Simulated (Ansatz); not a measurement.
# Run report: ZrH₂SClF₃, nudged elastic band

ZrH₂SClF₃, computed with RKS PBE/def2-SVP (Ansatz 0.2.0).

It belongs to a series of runs on one base structure; here: band between the two ends. Figures and captions count atoms from 1; the log counts them from 0 in places.

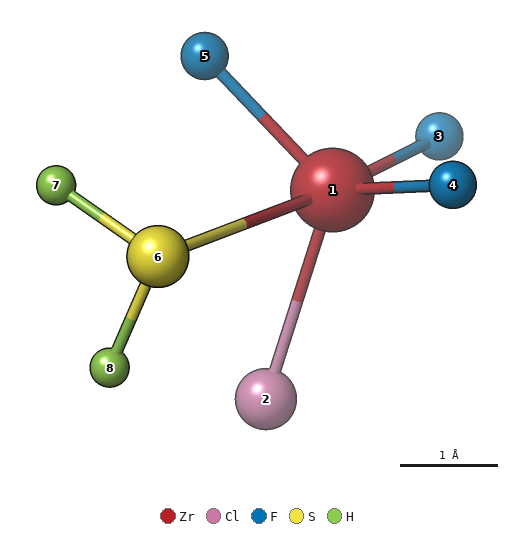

The starting structure (ball-and-stick view, seen at a tilt; atoms are numbered from 1 in the order of the input). Sticks mark near contacts. Bond lengths as drawn: Cl–Zr 2.39 Å, F–Zr 1.91 to 1.92 Å, H–S 1.36 Å and S–Zr 3.04 Å.

**The input**
```yaml
crystal:
  periodic: [false, false, false]
  atoms:
    - { symbol: Zr, position_ang: [0.021049, 0.049788, 0.042397] }
    - { symbol: Cl, position_ang: [0.363873, -0.050227, 2.40157] }
    - { symbol: F, position_ang: [1.807152, -0.079467, -0.607574] }
    - { symbol: F, position_ang: [-0.500946, 1.743591, -0.672343] }
    - { symbol: F, position_ang: [-0.75744, -1.494702, -0.787639] }
    - { symbol: S, position_ang: [-2.893086, 0.168939, 0.903436] }
    - { symbol: H, position_ang: [-3.136682, -1.148434, 0.654085] }
    - { symbol: H, position_ang: [-2.66402, -0.06229, 2.226167] }
basis:
  gaussian: { orbitals: def2-SVP }
hamiltonian:
  xc: pbe
neb:
  order_check: false
  images: 9
  f_tol: 0.05
  max_iterations: 60
  spring: 20.0
  final_atoms:
    - { symbol: Zr, position_ang: [-0.17943904, 0.43804994, -0.01940931] }
    - { symbol: Cl, position_ang: [-0.23402761, 1.85665429, 1.89463165] }
    - { symbol: F, position_ang: [0.33760986, -1.37894501, 0.30819654] }
    - { symbol: F, position_ang: [1.35264282, 1.08641182, -0.95036791] }
    - { symbol: F, position_ang: [-1.53305041, 0.6748321, -1.35503933] }
    - { symbol: S, position_ang: [-2.64680323, -0.5787173, 1.32720049] }
    - { symbol: H, position_ang: [-2.81804931, -1.72496031, 0.6074272] }
    - { symbol: H, position_ang: [-2.03898307, -1.24612754, 2.34745968] }
  initial_path:
    images:
      - { positions_ang: [[0.021049, 0.049788, 0.042397], [0.363873, -0.050227, 2.40157], [1.807152, -0.079467, -0.607574], [-0.500946, 1.743591, -0.672343], [-0.75744, -1.494702, -0.787639], [-2.893086, 0.168939, 0.903436], [-3.136682, -1.148434, 0.654085], [-2.66402, -0.06229, 2.226167]] }
      - { positions_ang: [[0.01756986, 0.04024812, 0.03538188], [0.28732101, -0.03817581, 2.49670038], [1.82089389, -0.06216227, -0.61352138], [-0.58667204, 1.71738381, -0.67063177], [-0.78953032, -1.51952384, -0.76106213], [-2.85604956, 0.13409845, 0.89970406], [-3.20016547, -1.09534611, 0.54113134], [-2.45346737, -0.04932436, 2.23239662]] }
      - { positions_ang: [[0.01409071, 0.03070825, 0.02836676], [0.21076903, -0.02612462, 2.59183076], [1.83463578, -0.04485753, -0.61946875], [-0.67239809, 1.69117663, -0.66892054], [-0.82162063, -1.54434567, -0.73448526], [-2.81901311, 0.0992579, 0.89597212], [-3.26364894, -1.04225822, 0.42817768], [-2.24291475, -0.03635872, 2.23862623]] }
      - { positions_ang: [[0.01061157, 0.02116837, 0.02135163], [0.13421704, -0.01407343, 2.68696113], [1.84837767, -0.0275528, -0.62541613], [-0.75812413, 1.66496944, -0.6672093], [-0.85371095, -1.56916751, -0.70790838], [-2.78197667, 0.06441735, 0.89224018], [-3.32713242, -0.98917034, 0.31522402], [-2.03236212, -0.02339308, 2.24485585]] }
      - { positions_ang: [[0.00713242, 0.01162849, 0.01433651], [0.05766505, -0.00202224, 2.78209151], [1.86211956, -0.01024806, -0.63136351], [-0.84385017, 1.63876225, -0.66549807], [-0.88580126, -1.59398935, -0.68133151], [-2.74494022, 0.02957679, 0.88850825], [-3.39061589, -0.93608245, 0.20227036], [-1.8218095, -0.01042744, 2.25108546]] }
      - { positions_ang: [[0.00365328, 0.00208861, 0.00732139], [-0.01888693, 0.01002895, 2.87722189], [1.87586145, 0.00705667, -0.63731088], [-0.92957621, 1.61255507, -0.66378684], [-0.91789158, -1.61881118, -0.65475464], [-2.70790378, -0.00526376, 0.88477631], [-3.45409936, -0.88299456, 0.0893167], [-1.61125687, 0.00253819, 2.25731508]] }
      - { positions_ang: [[-0.03296519, 0.08928088, 0.00197525], [-0.06191507, 0.37935402, 2.68070384], [1.56821114, -0.27014366, -0.4482094], [-0.47313241, 1.50732642, -0.72110305], [-1.04092335, -1.16008253, -0.79481158], [-2.69568367, -0.11995447, 0.97326114], [-3.32688935, -1.05138771, 0.1929388], [-1.69680211, -0.24719495, 2.275344]] }
      - { positions_ang: [[-0.06958365, 0.17647315, -0.00337089], [-0.1049432, 0.74867909, 2.48418579], [1.26056082, -0.547344, -0.25910791], [-0.0166886, 1.40209777, -0.77841927], [-1.16395511, -0.70135387, -0.93486852], [-2.68346356, -0.23464518, 1.06174598], [-3.19967934, -1.21978086, 0.2965609], [-1.78234735, -0.4969281, 2.29337292]] }
      - { positions_ang: [[-0.10620212, 0.26366541, -0.00871703], [-0.14797134, 1.11800416, 2.28766775], [0.9529105, -0.82454434, -0.07000643], [0.4397552, 1.29686912, -0.83573548], [-1.28698688, -0.24262521, -1.07492546], [-2.67124345, -0.34933588, 1.15023082], [-3.07246933, -1.38817401, 0.400183], [-1.86789259, -0.74666125, 2.31140184]] }
      - { positions_ang: [[-0.14282058, 0.35085768, -0.01406317], [-0.19099947, 1.48732922, 2.0911497], [0.64526018, -1.10174467, 0.11909506], [0.89619901, 1.19164047, -0.8930517], [-1.41001865, 0.21610344, -1.21498239], [-2.65902334, -0.46402659, 1.23871565], [-2.94525932, -1.55656716, 0.5038051], [-1.95343783, -0.99639439, 2.32943076]] }
      - { positions_ang: [[-0.17943904, 0.43804994, -0.01940931], [-0.23402761, 1.85665429, 1.89463165], [0.33760986, -1.37894501, 0.30819654], [1.35264282, 1.08641182, -0.95036791], [-1.53305041, 0.6748321, -1.35503933], [-2.64680323, -0.5787173, 1.32720049], [-2.81804931, -1.72496031, 0.6074272], [-2.03898307, -1.24612754, 2.34745968]] }
```

Run as:
```bash
ansatz run input.yaml --threads 4 --pin off --max-ram 5120MiB --backend cpu --events-out ev --progress --plain --runs-dir out
```

**What the program printed**
```
Engine: ansatz 0.2.0, aarch64-unknown-linux-gnu
Functional definition: PBE
  parameter kappa = 0.804
  parameter beta = 0.06672455060314922
  exchange = pbe_x(kappa = kappa, mu = beta*pi^2/3)
  correlation = pbe_c(beta = beta)
1238 factors; their error is unknown
mean field evaluation 1: about -32794.6711 eV, gradient 6.0e1 eV
mean field evaluation 2: about -32717.5645 eV, gradient 2.3e2 eV
mean field evaluation 4: about -32800.2104 eV, gradient 1.3e1 eV
mean field evaluation 8: about -32800.5237 eV, gradient 1.3e-1 eV
mean field evaluation 16: about -32800.4636 eV, gradient 2.9e-4 eV
mean field -32800.46356917 eV, -1205.3948032144 hartree, gradient 6.5e-5 eV, S^2 0.000000; 0 other end points of the search recorded, 0 dependent functions left out
the calculation of the forces begins
reference -32800.46364689 eV, -1205.3948060704 hartree; 37, 37 occupied and 82, 82 virtual orbitals, 1238 factors
1238 factors; their error is unknown
mean field evaluation 32: about -32800.4816 eV, gradient 2.1e-3 eV
mean field -32800.48158367 eV, -1205.3954652348 hartree, gradient 4.5e-5 eV, S^2 0.000000; 0 other end points of the search recorded, 0 dependent functions left out
[... from here on the field's lines of each further geometry are left out, up to the last ...]
NEB iter   1: max|band force component| = 3.413e1 eV/Å  barrier→ = 13.5290 eV  barrier← = 13.5470 eV  Δτ_max = 0.2000 Å  (313 SCF iters)
NEB iter   2: max|band force component| = 6.991e0 eV/Å  barrier→ = 2.3162 eV  barrier← = 2.3342 eV  Δτ_max = 0.2000 Å  (299 SCF iters)
NEB iter   3: max|band force component| = 5.447e0 eV/Å  barrier→ = 1.7741 eV  barrier← = 1.7921 eV  Δτ_max = 0.2000 Å  (299 SCF iters)
NEB iter   4: max|band force component| = 5.091e0 eV/Å  barrier→ = 1.2656 eV  barrier← = 1.2836 eV  Δτ_max = 0.1959 Å  (285 SCF iters)
NEB iter   5: max|band force component| = 5.163e0 eV/Å  barrier→ = 1.0004 eV  barrier← = 1.0185 eV  Δτ_max = 0.1970 Å  (284 SCF iters)
NEB iter   6: max|band force component| = 4.699e0 eV/Å  barrier→ = 0.7551 eV  barrier← = 0.7731 eV  Δτ_max = 0.1960 Å  (278 SCF iters)
NEB iter   7: max|band force component| = 4.975e0 eV/Å  barrier→ = 0.6404 eV  barrier← = 0.6584 eV  Δτ_max = 0.1911 Å  (268 SCF iters)
NEB iter   8: max|band force component| = 4.908e0 eV/Å  barrier→ = 0.5700 eV  barrier← = 0.5880 eV  Δτ_max = 0.1782 Å  (266 SCF iters)
NEB iter   9: max|band force component| = 5.203e0 eV/Å  barrier→ = 0.5537 eV  barrier← = 0.5718 eV  Δτ_max = 0.1340 Å  (270 SCF iters)
NEB iter  10: max|band force component| = 4.991e0 eV/Å  barrier→ = 0.5628 eV  barrier← = 0.5808 eV  Δτ_max = 0.1769 Å  (255 SCF iters)
NEB iter  11: max|band force component| = 4.434e0 eV/Å  barrier→ = 0.6165 eV  barrier← = 0.6345 eV  Δτ_max = 0.1962 Å  (265 SCF iters)
NEB iter  12: max|band force component| = 5.560e0 eV/Å  barrier→ = 0.5944 eV  barrier← = 0.6124 eV  Δτ_max = 0.1876 Å  (279 SCF iters)
NEB iter  13: max|band force component| = 3.879e0 eV/Å  barrier→ = 0.5457 eV  barrier← = 0.5637 eV  Δτ_max = 0.2000 Å  (275 SCF iters)
NEB iter  14: max|band force component| = 2.572e0 eV/Å  barrier→ = 0.4936 eV  barrier← = 0.5116 eV  Δτ_max = 0.1970 Å  (270 SCF iters)
NEB iter  15: max|band force component| = 1.165e0 eV/Å  barrier→ = 0.3933 eV  barrier← = 0.4113 eV  Δτ_max = 0.1952 Å  (269 SCF iters)
NEB iter  16: max|band force component| = 3.913e-1 eV/Å  barrier→ = 0.2803 eV  barrier← = 0.2983 eV  CI = image 5  Δτ_max = 0.1093 Å  (258 SCF iters)
NEB iter  17: max|band force component| = 3.110e-1 eV/Å  barrier→ = 0.2527 eV  barrier← = 0.2707 eV  CI = image 5  Δτ_max = 0.0698 Å  (251 SCF iters)
NEB iter  18: max|band force component| = 1.423e-1 eV/Å  barrier→ = 0.2450 eV  barrier← = 0.2630 eV  CI = image 5  Δτ_max = 0.1166 Å  (246 SCF iters)
NEB iter  19: max|band force component| = 2.199e-1 eV/Å  barrier→ = 0.2417 eV  barrier← = 0.2597 eV  CI = image 5  Δτ_max = 0.0403 Å  (262 SCF iters)
NEB iter  20: max|band force component| = 1.283e-1 eV/Å  barrier→ = 0.2403 eV  barrier← = 0.2583 eV  CI = image 5  Δτ_max = 0.0491 Å  (243 SCF iters)
NEB iter  21: max|band force component| = 6.643e-2 eV/Å  barrier→ = 0.2383 eV  barrier← = 0.2563 eV  CI = image 5  Δτ_max = 0.0574 Å  (240 SCF iters)
NEB iter  22: max|band force component| = 7.079e-2 eV/Å  barrier→ = 0.2369 eV  barrier← = 0.2549 eV  CI = image 5  Δτ_max = 0.0580 Å  (239 SCF iters)
NEB iter  23: max|band force component| = 4.846e-2 eV/Å  barrier→ = 0.2361 eV  barrier← = 0.2541 eV  CI = image 5  Δτ_max = 0.0331 Å  (241 SCF iters)
NEB iter  24: max|band force component| = 4.175e-1 eV/Å  barrier→ = 0.2356 eV  barrier← = 0.2536 eV  CI = image 5  Δτ_max = 0.0579 Å  (26 SCF iters)
the calculation of the forces begins
reference -32800.45398975 eV, -1205.3944511773 hartree; 37, 37 occupied and 82, 82 virtual orbitals, 1238 factors
1238 factors; their error is unknown
mean field -32800.22834714 eV, -1205.3861589640 hartree, gradient 6.9e-5 eV, S^2 0.000000; 1 other end points of the search recorded, 0 dependent functions left out
the calculation of the forces begins
reference -32800.22842492 eV, -1205.3861618226 hartree; 37, 37 occupied and 82, 82 virtual orbitals, 1238 factors
NEB iter  25: max|band force component| = 3.710e-2 eV/Å  barrier→ = 0.2352 eV  barrier← = 0.2532 eV  CI = image 5  Δτ_max = 0.0000 Å  (504 SCF iters)
```

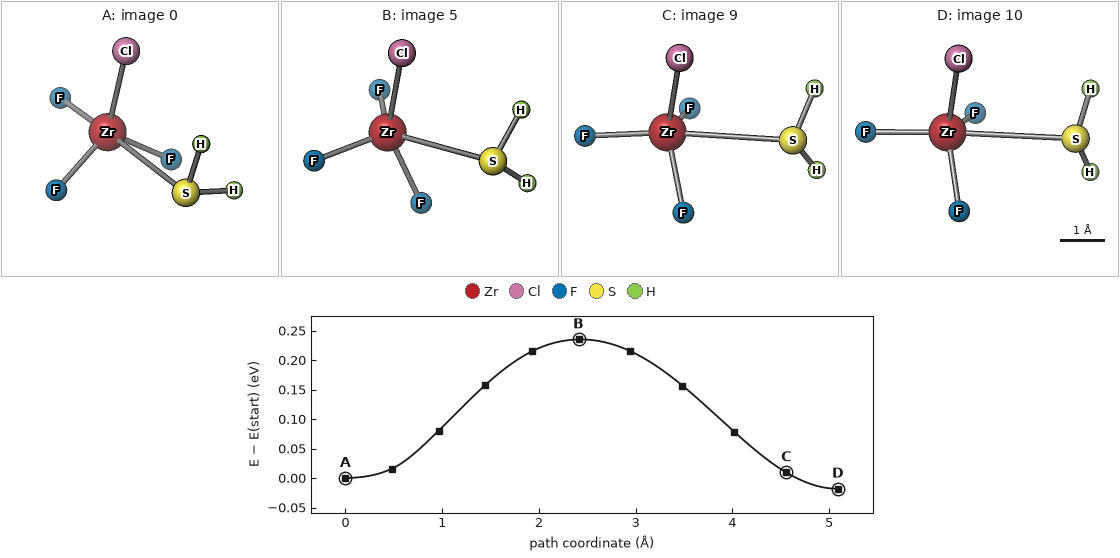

Images of the last band (counted from 0; ball-and-stick, seen at a tilt) above the energy along the path; the line is a cubic interpolation that uses the forces. The highest image is number 5, 0.235 eV above the start and 0.253 eV above the end (the climbing image); the end lies 0.018 eV below the start. The path is 5.09 Å long. The band converged in 25 iterations.

```
Total energy: -32800.22842492 eV, -1205.3861618226 hartree
Atom 0 at    -0.131218     0.297669    -0.027166 Å, force    -0.003090    -0.033979    -0.003832 eV/Å
Atom 1 at     0.079949     1.012711     2.274219 Å, force     0.004718     0.005495     0.015178 eV/Å
Atom 2 at     1.428776    -0.782858    -0.175548 Å, force    -0.008979     0.008749     0.000479 eV/Å
Atom 3 at     0.127906     1.943248    -0.942873 Å, force     0.007390     0.024582    -0.013075 eV/Å
Atom 4 at    -1.262774    -0.628550    -1.297475 Å, force     0.006984    -0.003987     0.000147 eV/Å
Atom 5 at    -2.693625    -0.331365     1.222048 Å, force    -0.013731     0.017877    -0.020541 eV/Å
Atom 6 at    -2.977376    -1.547417     0.674995 Å, force    -0.004330    -0.002734     0.002949 eV/Å
Atom 7 at    -2.331738    -0.836240     2.431898 Å, force     0.011038    -0.016003     0.018694 eV/Å
Dipole moment:    -0.733069    -0.493196     0.332174 e Å
this run last wrote the band of iteration 25 to [file]; this run last wrote the band within `neb.f_tol` of iteration 23 to [file]
```

**The last band as extended XYZ (Å, eV, eV/Å)**
```
8
Properties=species:S:1:pos:R:3:forces:R:3 image=0 energy=-32800.46357
Zr    0.0210    0.0498    0.0424    0.0069  -0.0008  -0.0050
Cl    0.3639   -0.0502    2.4016    0.0001  -0.0004   0.0018
F     1.8072   -0.0795   -0.6076   -0.0040   0.0000   0.0008
F    -0.5009    1.7436   -0.6723   -0.0001   0.0070   0.0026
F    -0.7574   -1.4947   -0.7876   -0.0015  -0.0046   0.0013
S    -2.8931    0.1689    0.9034   -0.0025   0.0045  -0.0153
H    -3.1367   -1.1484    0.6541   -0.0008  -0.0028   0.0043
H    -2.6640   -0.0623    2.2262    0.0018  -0.0028   0.0093
8
Properties=species:S:1:pos:R:3:forces:R:3 image=1 energy=-32800.44748
Zr   -0.0013    0.0963    0.0438   -0.0012  -0.0109   0.0048
Cl    0.3434    0.1830    2.4069    0.0052  -0.0353   0.0009
F     1.7829   -0.2219   -0.5401    0.0101   0.0354  -0.0240
F    -0.4230    1.7730   -0.7662   -0.0315  -0.0110   0.0124
F    -0.8543   -1.4161   -0.7782    0.0270  -0.0387   0.0229
S    -2.8873    0.1475    1.0170    0.0091   0.0301  -0.0038
H    -3.1554   -1.0964    0.5280   -0.0024   0.0164  -0.0070
H    -2.5651   -0.3383    2.2488   -0.0163   0.0141  -0.0063
8
Properties=species:S:1:pos:R:3:forces:R:3 image=2 energy=-32800.38309
Zr   -0.0318    0.1505    0.0235    0.0014  -0.0200  -0.0019
Cl    0.2763    0.4064    2.3867    0.0152  -0.0655   0.0154
F     1.7375   -0.3895   -0.4242    0.0284   0.0579  -0.0397
F    -0.2817    1.8363   -0.8310   -0.0566  -0.0097   0.0159
F    -0.9523   -1.2540   -0.9183    0.0377  -0.0624   0.0488
S    -2.8811    0.0396    1.0783   -0.0036   0.0420  -0.0193
H    -3.1149   -1.1980    0.5559   -0.0073   0.0328  -0.0092
H    -2.5120   -0.4640    2.2893   -0.0152   0.0249  -0.0101
8
Properties=species:S:1:pos:R:3:forces:R:3 image=3 energy=-32800.30561
Zr   -0.0653    0.2006    0.0047    0.0162  -0.0322   0.0029
Cl    0.2118    0.6267    2.3567    0.0173  -0.0595   0.0208
F     1.6597   -0.5373   -0.3143    0.0268   0.0475  -0.0317
F    -0.1384    1.8806   -0.8866   -0.0593   0.0171   0.0027
F    -1.0432   -1.0754   -1.0633    0.0332  -0.0645   0.0372
S    -2.8430   -0.0799    1.1253   -0.0135   0.0544  -0.0244
H    -3.0734   -1.3161    0.5994   -0.0112   0.0218  -0.0084
H    -2.4684   -0.5721    2.3381   -0.0095   0.0153   0.0008
8
Properties=species:S:1:pos:R:3:forces:R:3 image=4 energy=-32800.24851
Zr   -0.1009    0.2499   -0.0124    0.0026  -0.0239  -0.0116
Cl    0.1393    0.8349    2.3163    0.0253  -0.0205   0.0376
F     1.5552   -0.6622   -0.2235    0.0238   0.0124  -0.0156
F     0.0007    1.9129   -0.9292   -0.0422   0.0215  -0.0022
F    -1.1418   -0.8756   -1.1929    0.0239  -0.0340   0.0183
S    -2.7793   -0.2040    1.1706   -0.0077   0.0178  -0.0006
H    -3.0155   -1.4373    0.6414   -0.0227   0.0053  -0.0126
H    -2.4179   -0.6915    2.3897   -0.0030   0.0214  -0.0134
8
Properties=species:S:1:pos:R:3:forces:R:3 image=5 energy=-32800.22835
Zr   -0.1312    0.2977   -0.0272   -0.0031  -0.0340  -0.0038
Cl    0.0799    1.0127    2.2742    0.0047   0.0055   0.0152
F     1.4288   -0.7829   -0.1755   -0.0090   0.0087   0.0005
F     0.1279    1.9432   -0.9429    0.0074   0.0246  -0.0131
F    -1.2628   -0.6286   -1.2975    0.0070  -0.0040   0.0001
S    -2.6936   -0.3314    1.2220   -0.0137   0.0179  -0.0205
H    -2.9774   -1.5474    0.6750   -0.0043  -0.0027   0.0029
H    -2.3317   -0.8362    2.4319    0.0110  -0.0160   0.0187
8
Properties=species:S:1:pos:R:3:forces:R:3 image=6 energy=-32800.24833
Zr   -0.1198    0.2999   -0.0268   -0.0033  -0.0162  -0.0117
Cl   -0.0378    1.2362    2.1979   -0.0111   0.0431   0.0180
F     1.2786   -0.9912   -0.0004   -0.0271  -0.0258   0.0142
F     0.4575    1.8259   -1.0035    0.0361   0.0180  -0.0197
F    -1.3349   -0.4171   -1.3517   -0.0097   0.0303  -0.0207
S    -2.6669   -0.3727    1.2155    0.0117   0.0063   0.0425
H    -2.9849   -1.5863    0.6848   -0.0032  -0.0441  -0.0059
H    -2.3519   -0.8675    2.4443    0.0066  -0.0117  -0.0167
8
Properties=species:S:1:pos:R:3:forces:R:3 image=7 energy=-32800.30653
Zr   -0.1352    0.3585   -0.0399   -0.0015   0.0142  -0.0027
Cl   -0.1056    1.3683    2.1468   -0.0290   0.0498  -0.0188
F     1.0892   -1.1004    0.0192   -0.0439  -0.0267   0.0205
F     0.6866    1.7821   -1.0001    0.0572  -0.0202  -0.0108
F    -1.4546   -0.0923   -1.3754   -0.0220   0.0643  -0.0093
S    -2.6236   -0.4829    1.2596    0.0080  -0.0232   0.0142
H    -2.9460   -1.6805    0.6933    0.0122  -0.0283   0.0042
H    -2.2708   -1.0256    2.4566    0.0189  -0.0298   0.0026
8
Properties=species:S:1:pos:R:3:forces:R:3 image=8 energy=-32800.38514
Zr   -0.1296    0.3829   -0.0435    0.0057   0.0176  -0.0152
Cl   -0.1583    1.5111    2.0718   -0.0293   0.0538  -0.0212
F     0.8561   -1.2459    0.0980   -0.0585  -0.0115   0.0198
F     0.9831    1.5955   -1.0036    0.0503  -0.0463   0.0013
F    -1.5099    0.2043   -1.3724   -0.0181   0.0713  -0.0002
S    -2.6197   -0.5185    1.2749    0.0086  -0.0182   0.0090
H    -2.9477   -1.7056    0.6901    0.0198  -0.0315   0.0008
H    -2.2341   -1.0967    2.4449    0.0216  -0.0352   0.0057
8
Properties=species:S:1:pos:R:3:forces:R:3 image=9 energy=-32800.45391
Zr   -0.1420    0.4105   -0.0388   -0.0093   0.0121  -0.0065
Cl   -0.2011    1.6669    1.9912   -0.0164   0.0332  -0.0168
F     0.5942   -1.3408    0.1823   -0.0416  -0.0060   0.0146
F     1.2163    1.3538   -0.9862    0.0290  -0.0347   0.0019
F    -1.5315    0.4776   -1.3612   -0.0039   0.0469   0.0043
S    -2.6296   -0.5490    1.2886    0.0042  -0.0146   0.0067
H    -2.8994   -1.7336    0.6692    0.0190  -0.0169  -0.0012
H    -2.1669   -1.1583    2.4150    0.0190  -0.0201  -0.0030
8
Properties=species:S:1:pos:R:3:forces:R:3 image=10 energy=-32800.48158
Zr   -0.1794    0.4380   -0.0194   -0.0071   0.0153   0.0200
Cl   -0.2340    1.8567    1.8946    0.0001  -0.0198  -0.0220
F     0.3376   -1.3789    0.3082    0.0000   0.0066  -0.0028
F     1.3526    1.0864   -0.9504    0.0005  -0.0015  -0.0007
F    -1.5331    0.6748   -1.3550    0.0065  -0.0007   0.0038
S    -2.6468   -0.5787    1.3272   -0.0033  -0.0002  -0.0127
H    -2.8180   -1.7250    0.6074    0.0015   0.0047   0.0082
H    -2.0390   -1.2461    2.3475    0.0018  -0.0042   0.0062
```

**Summary**

- outcome: converged
- barrier, forward: 0.235 eV
- barrier, backward: 0.253 eV
- hardware: 4 threads of Arm Neoverse V1, 24 GiB of memory available, shared host
- wall time: 5.9 min (CPU time 22 min)
- peak memory: 0.18 GiB

The order of the saddle point was not checked.
